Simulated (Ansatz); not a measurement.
**Geometry relaxation of InBH4O3**

InBH4O3, computed with RKS PBE0-D4/def2-TZVP (Ansatz 0.2.0).

The geometry: GFN2-xTB start. Figures and captions count atoms from 1; the log counts them from 0 in places.

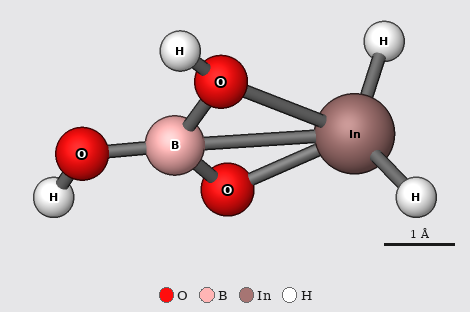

*The structure as given in the input (ball-and-stick view, seen at a tilt). Sticks mark near contacts.*

Bond lengths as drawn: B–In 2.63 Å, B–O 1.32 to 1.42 Å, H–In 1.69 Å, H–O 0.96 Å and In–O 2.06 to 2.42 Å.

**Key numbers**

- outcome: converged
- total energy: −12056.4812 eV
- mean-field energy: −12056.3321 eV
- dispersion energy: −0.1491 eV
- SCF solution under orbital rotations: stable
- largest force (length of the vector) at the end: 0.003 eV/Å
- dipole moment: 1.12 D
- hardware: 4 threads of Arm Neoverse V2, 23 GiB of memory available, shared host
- wall time: 32 s (CPU time 2 min)
- peak memory: 0.51 GiB

**Input**
```yaml
crystal:
  periodic: [false, false, false]
  atoms:
    - {symbol: O, position_ang: [-0.485920, 0.861480, 0.526290]}
    - {symbol: B, position_ang: [0.469780, -0.173250, 0.697650]}
    - {symbol: O, position_ang: [1.084690, -0.233050, 1.904270]}
    - {symbol: O, position_ang: [0.651910, -0.964960, -0.344950]}
    - {symbol: In, position_ang: [-0.673470, -0.125850, -1.675780]}
    - {symbol: H, position_ang: [-0.591480, 1.412810, 1.307290]}
    - {symbol: H, position_ang: [1.721490, -0.942360, 1.977140]}
    - {symbol: H, position_ang: [-2.201320, -0.847730, -1.680120]}
    - {symbol: H, position_ang: [0.024320, 1.012910, -2.711800]}
basis:
  gaussian: {orbitals: def2-TZVP}
hamiltonian: {xc: pbe0, dispersion: d4}
relax: {f_tol: 0.005, max_steps: 150}
```

Command:
```bash
ansatz run in.yaml --threads 4 --pin off --events-out ev --progress --plain --max-ram 10444MiB
```

**Output**
```
Functional definition: PBE0
  name "PBE0"
  cite "Adamo & Barone, J. Chem. Phys. 110, 6158 (1999) doi:10.1063/1.478522"
  cite "Perdew, Burke & Ernzerhof, Phys. Rev. Lett. 77, 3865 (1996) doi:10.1103/PhysRevLett.77.3865"
  parent pbe
  parameter a = 0.25
  parameter kappa = 0.804
  parameter beta = 0.06672455060314922
  exchange = (1 - a)*pbe_x(kappa = kappa, mu = beta*pi^2/3) + a*exact_x
  correlation = pbe_c(beta = beta)
1279 factors; their error is unknown
mean field evaluation 1: about -12045.3536 eV, gradient 8.3e1 eV
mean field evaluation 2: about -12024.8377 eV, gradient 1.3e2 eV
mean field evaluation 4: about -12056.0964 eV, gradient 9.5e0 eV
mean field evaluation 8: about -12056.2362 eV, gradient 1.4e-1 eV
mean field evaluation 16: about -12056.2955 eV, gradient 3.1e-4 eV
mean field -12056.29545663 eV, -443.0606859806 hartree, gradient 2.2e-5 eV, S^2 0.000000; 0 other end points of the search recorded, 0 dependent functions left out
the calculation of the forces begins
reference -12056.29549931 eV, -443.0606875491 hartree; 27, 27 occupied and 171, 171 virtual orbitals, 1279 factors
relax step   1: F+E_penalty+E_count = -12056.44543135 eV  Δ(F+E_penalty+E_count) = +0.000e0 eV  max|allowed force component| = 6.072e-1 eV/Å  Δτ_max = 0.0000 Å  (29 SCF iters, accepted)
these checks for a lower state are left out or cut short: starts, cluster_reference, orbital_swaps, neighbouring_geometries, increment
1279 factors; their error is unknown
mean field -12056.32276007 eV, -443.0616893636 hartree, gradient 2.0e-5 eV, S^2 0.000000; 0 other end points of the search recorded, 0 dependent functions left out
the calculation of the forces begins
reference -12056.32280266 eV, -443.0616909288 hartree; 27, 27 occupied and 171, 171 virtual orbitals, 1279 factors
relax step   2: F+E_penalty+E_count = -12056.47165934 eV  Δ(F+E_penalty+E_count) = -2.623e-2 eV  max|allowed force component| = 3.043e-1 eV/Å  Δτ_max = 0.0698 Å  (31 SCF iters, accepted)
these checks for a lower state are left out or cut short: starts, cluster_reference, orbital_swaps, neighbouring_geometries, increment
1279 factors; their error is unknown
mean field evaluation 32: about -12056.3290 eV, gradient 1.9e-5 eV
mean field -12056.32899462 eV, -443.0619184789 hartree, gradient 1.9e-5 eV, S^2 0.000000; 0 other end points of the search recorded, 0 dependent functions left out
the calculation of the forces begins
reference -12056.32903721 eV, -443.0619200441 hartree; 27, 27 occupied and 171, 171 virtual orbitals, 1279 factors
relax step   3: F+E_penalty+E_count = -12056.47787510 eV  Δ(F+E_penalty+E_count) = -6.216e-3 eV  max|allowed force component| = 1.307e-1 eV/Å  Δτ_max = 0.0173 Å  (32 SCF iters, accepted)
these checks for a lower state are left out or cut short: starts, cluster_reference, orbital_swaps, neighbouring_geometries, increment
1279 factors; their error is unknown
mean field -12056.32974248 eV, -443.0619459625 hartree, gradient 2.0e-5 eV, S^2 0.000000; 0 other end points of the search recorded, 0 dependent functions left out
the calculation of the forces begins
reference -12056.32978513 eV, -443.0619475299 hartree; 27, 27 occupied and 171, 171 virtual orbitals, 1279 factors
relax step   4: F+E_penalty+E_count = -12056.47874876 eV  Δ(F+E_penalty+E_count) = -8.737e-4 eV  max|allowed force component| = 1.983e-1 eV/Å  Δτ_max = 0.0255 Å  (32 SCF iters, accepted)
these checks for a lower state are left out or cut short: starts, cluster_reference, orbital_swaps, neighbouring_geometries, increment
1279 factors; their error is unknown
mean field -12056.33187141 eV, -443.0620241991 hartree, gradient 2.0e-5 eV, S^2 0.000000; 0 other end points of the search recorded, 0 dependent functions left out
the calculation of the forces begins
reference -12056.33191402 eV, -443.0620257650 hartree; 27, 27 occupied and 171, 171 virtual orbitals, 1279 factors
relax step   5: F+E_penalty+E_count = -12056.48096866 eV  Δ(F+E_penalty+E_count) = -2.220e-3 eV  max|allowed force component| = 7.893e-2 eV/Å  Δτ_max = 0.0134 Å  (32 SCF iters, accepted)
these checks for a lower state are left out or cut short: starts, cluster_reference, orbital_swaps, neighbouring_geometries, increment
1279 factors; their error is unknown
mean field -12056.33187206 eV, -443.0620242231 hartree, gradient 2.0e-5 eV, S^2 0.000000; 0 other end points of the search recorded, 0 dependent functions left out
the calculation of the forces begins
reference -12056.33191468 eV, -443.0620257891 hartree; 27, 27 occupied and 171, 171 virtual orbitals, 1279 factors
relax step   6: F+E_penalty+E_count = -12056.48096808 eV  Δ(F+E_penalty+E_count) = +5.808e-7 eV  max|allowed force component| = 5.118e-2 eV/Å  Δτ_max = 0.0069 Å  (32 SCF iters, rejected (line search))
these checks for a lower state are left out or cut short: starts, cluster_reference, orbital_swaps, neighbouring_geometries, increment
1279 factors; their error is unknown
mean field -12056.33204489 eV, -443.0620305744 hartree, gradient 2.0e-5 eV, S^2 0.000000; 0 other end points of the search recorded, 0 dependent functions left out
the calculation of the forces begins
reference -12056.33208749 eV, -443.0620321400 hartree; 27, 27 occupied and 171, 171 virtual orbitals, 1279 factors
relax step   7: F+E_penalty+E_count = -12056.48113355 eV  Δ(F+E_penalty+E_count) = -1.649e-4 eV  max|allowed force component| = 8.417e-3 eV/Å  Δτ_max = 0.0034 Å  (33 SCF iters, accepted)
these checks for a lower state are left out or cut short: starts, cluster_reference, orbital_swaps, neighbouring_geometries, increment
1279 factors; their error is unknown
mean field evaluation 64: about -12056.3320 eV, gradient 1.0e-4 eV
mean field -12056.33204402 eV, -443.0620305424 hartree, gradient 2.0e-5 eV, S^2 0.000000; 0 other end points of the search recorded, 0 dependent functions left out
the calculation of the forces begins
reference -12056.33208662 eV, -443.0620321080 hartree; 27, 27 occupied and 171, 171 virtual orbitals, 1279 factors
relax step   8: F+E_penalty+E_count = -12056.48113685 eV  Δ(F+E_penalty+E_count) = -3.296e-6 eV  max|allowed force component| = 2.092e-3 eV/Å  Δτ_max = 0.0005 Å  (33 SCF iters, accepted)
```

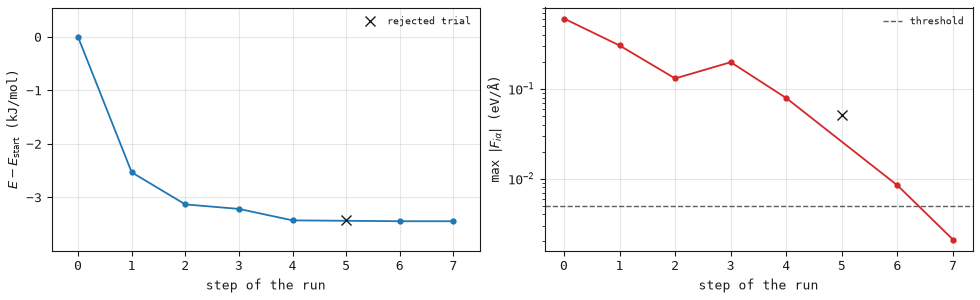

*Progress of the relaxation, step by step (the first geometry is step 0 here and step 1 in the log).*

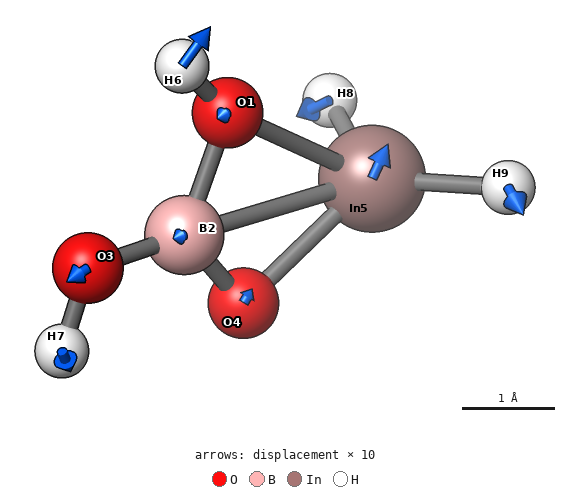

*The starting structure with the displacements as blue arrows, magnified 10 times (ball-and-stick view, seen at a tilt). The two geometries are laid on each other by the best rigid fit.*

Over 7 geometry steps the energy falls by 3.45 kJ/mol. Largest force component: 0.61 eV/Å at the start, 0.0021 eV/Å at the end. The line search rejected the trial step at point 5 (counted from 0) and went back. The largest move after the best rigid fit is that of H6, 0.054 Å. Largest moves by element: H 0.054 Å, In 0.043 Å, O 0.031 Å, B 0.017 Å. Among the contacts that change: B2–In5 2.635 → 2.675 Å, O4–In5 2.057 → 2.077 Å, In5–H8 1.690 → 1.707 Å, O1–In5 2.421 → 2.435 Å. Among the angles that change: In5–O1–H6 164.6° → 159.2°, H8–In5–H9 131.3° → 135.5°, B2–O1–H6 113.2° → 117.3°. (Atoms are counted from 1 in the order of the input.)

```
1279 factors; their error is unknown
mean field -12056.33204402 eV, -443.0620305424 hartree, gradient 2.0e-5 eV, S^2 0.000000; 1 other end points of the search recorded, 0 dependent functions left out
the calculation of the forces begins
reference -12056.33208662 eV, -443.0620321080 hartree; 27, 27 occupied and 171, 171 virtual orbitals, 1279 factors
Total energy: -12056.48117945 eV, -443.0675111683 hartree
Atom 0 at    -0.474864     0.861670     0.541054 Å, force     0.000565    -0.000527     0.000295 eV/Å
Atom 1 at     0.477680    -0.173201     0.713016 Å, force    -0.000422    -0.000053    -0.000837 eV/Å
Atom 2 at     1.101614    -0.243181     1.928506 Å, force    -0.000849     0.000847    -0.000236 eV/Å
Atom 3 at     0.639505    -0.951942    -0.351568 Å, force     0.000678    -0.000236     0.001036 eV/Å
Atom 4 at    -0.702699    -0.096112    -1.685791 Å, force    -0.002092     0.001562    -0.001749 eV/Å
Atom 5 at    -0.624869     1.448901     1.284308 Å, force    -0.000007     0.000001    -0.000181 eV/Å
Atom 6 at     1.726868    -0.970629     1.954225 Å, force     0.001070    -0.000823     0.000691 eV/Å
Atom 7 at    -2.209902    -0.897571    -1.662448 Å, force     0.000910    -0.000074     0.000280 eV/Å
Atom 8 at     0.066667     1.022065    -2.721313 Å, force     0.000145    -0.000696     0.000700 eV/Å
Dipole moment:    -0.145417     0.182355     0.018366 e Å
```

**Trajectory as extended XYZ (Å, eV, eV/Å), 8 frames, from step=1 to step=8**
```
9
Properties=species:S:1:pos:R:3:forces:R:3 step=1 energy=-12056.44543
O    -0.4859    0.8615    0.5263    0.1989  -0.0903   0.2643
B     0.4698   -0.1732    0.6976   -0.0552   0.0693   0.0190
O     1.0847   -0.2331    1.9043    0.0929   0.2276   0.6072
O     0.6519   -0.9650   -0.3449    0.0389  -0.2153  -0.3093
In   -0.6735   -0.1258   -1.6758   -0.1955   0.1383  -0.1860
H    -0.5915    1.4128    1.3073   -0.1262   0.0584  -0.1734
H     1.7215   -0.9424    1.9771    0.0568  -0.1247  -0.0994
H    -2.2013   -0.8477   -1.6801   -0.2098  -0.2045   0.0334
H     0.0243    1.0129   -2.7118    0.1991   0.1411  -0.1556
9
Properties=species:S:1:pos:R:3:forces:R:3 step=2 energy=-12056.47166
O    -0.4830    0.8718    0.5473    0.1138  -0.0566   0.1535
B     0.4682   -0.1673    0.7067   -0.0082  -0.0627  -0.1587
O     1.0944   -0.2402    1.9146    0.0376   0.1194   0.3043
O     0.6306   -0.9456   -0.3566   -0.0260  -0.0208  -0.0837
In   -0.7080   -0.0928   -1.6915   -0.0543  -0.0135  -0.1345
H    -0.5937    1.4278    1.3225   -0.0986   0.0684  -0.0928
H     1.7274   -0.9573    1.9681   -0.0021  -0.0504  -0.0914
H    -2.2197   -0.9144   -1.6712    0.1398   0.1077  -0.0033
H     0.0838    1.0181   -2.7398   -0.1019  -0.0915   0.1066
9
Properties=species:S:1:pos:R:3:forces:R:3 step=3 energy=-12056.47788
O    -0.4795    0.8669    0.5454    0.0915  -0.0404   0.1112
B     0.4732   -0.1696    0.7090   -0.0125  -0.0664  -0.1058
O     1.0975   -0.2396    1.9223    0.0013   0.0765   0.1307
O     0.6339   -0.9496   -0.3556   -0.0181   0.0210  -0.0201
In   -0.7045   -0.0998   -1.6964   -0.0035   0.0020  -0.0006
H    -0.6013    1.4322    1.3118   -0.0678   0.0443  -0.0697
H     1.7287   -0.9594    1.9716   -0.0064  -0.0321  -0.0708
H    -2.2155   -0.8997   -1.6742    0.0312   0.0166   0.0016
H     0.0675    1.0186   -2.7340   -0.0158  -0.0214   0.0236
9
Properties=species:S:1:pos:R:3:forces:R:3 step=4 energy=-12056.47875
O    -0.4780    0.8638    0.5388    0.0521  -0.0198   0.1097
B     0.4733   -0.1704    0.7146    0.0903  -0.1586  -0.1983
O     1.1018   -0.2445    1.9248    0.0064   0.0599   0.1540
O     0.6387   -0.9497   -0.3514   -0.0462   0.0373   0.0141
In   -0.7043   -0.0948   -1.6862    0.0052  -0.0180  -0.0366
H    -0.6155    1.4405    1.2922   -0.0571   0.0664  -0.0024
H     1.7322   -0.9676    1.9663   -0.0627   0.0314  -0.0760
H    -2.2141   -0.8980   -1.6699    0.0301   0.0202   0.0071
H     0.0660    1.0207   -2.7292   -0.0179  -0.0188   0.0284
9
Properties=species:S:1:pos:R:3:forces:R:3 step=5 energy=-12056.48097
O    -0.4756    0.8619    0.5414    0.0030   0.0204   0.0167
B     0.4779   -0.1713    0.7120    0.0102  -0.0789  -0.0383
O     1.1021   -0.2436    1.9269    0.0072   0.0147   0.0216
O     0.6380   -0.9519   -0.3531    0.0102   0.0334   0.0480
In   -0.7026   -0.0967   -1.6867   -0.0089   0.0038  -0.0092
H    -0.6246    1.4481    1.2859   -0.0003  -0.0044  -0.0115
H     1.7277   -0.9708    1.9577   -0.0162   0.0097  -0.0211
H    -2.2095   -0.8971   -1.6627   -0.0088  -0.0045  -0.0007
H     0.0666    1.0213   -2.7214    0.0037   0.0059  -0.0055
9
Properties=species:S:1:pos:R:3:forces:R:3 step=6 energy=-12056.48097 accepted=F
O    -0.4739    0.8639    0.5405    0.0193  -0.0068   0.0183
B     0.4783   -0.1716    0.7125   -0.0132  -0.0453  -0.0512
O     1.0973   -0.2479    1.9293    0.0081   0.0335   0.0302
O     0.6413   -0.9488   -0.3542    0.0074   0.0182   0.0358
In   -0.7029   -0.0960   -1.6862   -0.0027   0.0033  -0.0082
H    -0.6229    1.4492    1.2855   -0.0062   0.0019  -0.0041
H     1.7274   -0.9709    1.9575   -0.0074  -0.0089  -0.0157
H    -2.2084   -0.8987   -1.6612   -0.0106  -0.0053   0.0019
H     0.0637    1.0208   -2.7236    0.0053   0.0095  -0.0069
9
Properties=species:S:1:pos:R:3:forces:R:3 step=7 energy=-12056.48113
O    -0.4750    0.8620    0.5414   -0.0003   0.0028   0.0021
B     0.4776   -0.1728    0.7130    0.0002  -0.0084  -0.0080
O     1.1017   -0.2434    1.9282    0.0026   0.0015   0.0070
O     0.6392   -0.9517   -0.3517   -0.0009   0.0043   0.0032
In   -0.7029   -0.0961   -1.6863    0.0013  -0.0001   0.0026
H    -0.6250    1.4491    1.2848    0.0012  -0.0029  -0.0031
H     1.7270   -0.9709    1.9543   -0.0027   0.0022  -0.0025
H    -2.2096   -0.8979   -1.6623   -0.0019  -0.0007  -0.0002
H     0.0671    1.0217   -2.7213    0.0005   0.0013  -0.0011
9
Properties=species:S:1:pos:R:3:forces:R:3 step=8 energy=-12056.48114
O    -0.4749    0.8617    0.5411    0.0006  -0.0005   0.0003
B     0.4777   -0.1732    0.7130   -0.0004  -0.0001  -0.0008
O     1.1016   -0.2432    1.9285   -0.0008   0.0008  -0.0002
O     0.6395   -0.9519   -0.3516    0.0007  -0.0002   0.0010
In   -0.7027   -0.0961   -1.6858   -0.0021   0.0016  -0.0017
H    -0.6249    1.4489    1.2843    0.0000   0.0000  -0.0002
H     1.7269   -0.9706    1.9542    0.0011  -0.0008   0.0007
H    -2.2099   -0.8976   -1.6624    0.0009  -0.0001   0.0003
H     0.0667    1.0221   -2.7213    0.0001  -0.0007   0.0007
```

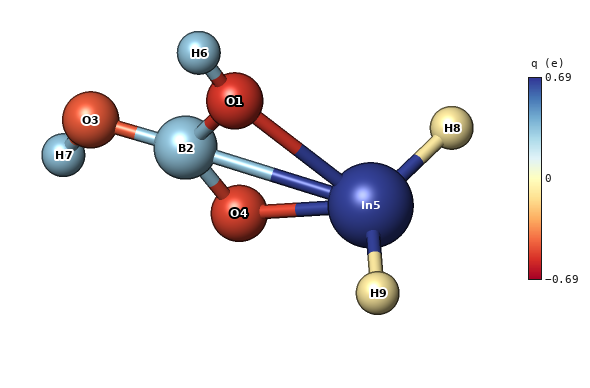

*Mulliken charges, as the colour of each atom (ball-and-stick view, seen at a tilt; atoms are numbered from 1 in the order of the input; Mulliken charges depend strongly on the basis).*

By element: O −0.53 to −0.45, B +0.33, In +0.66 and H −0.09 to +0.34 e.
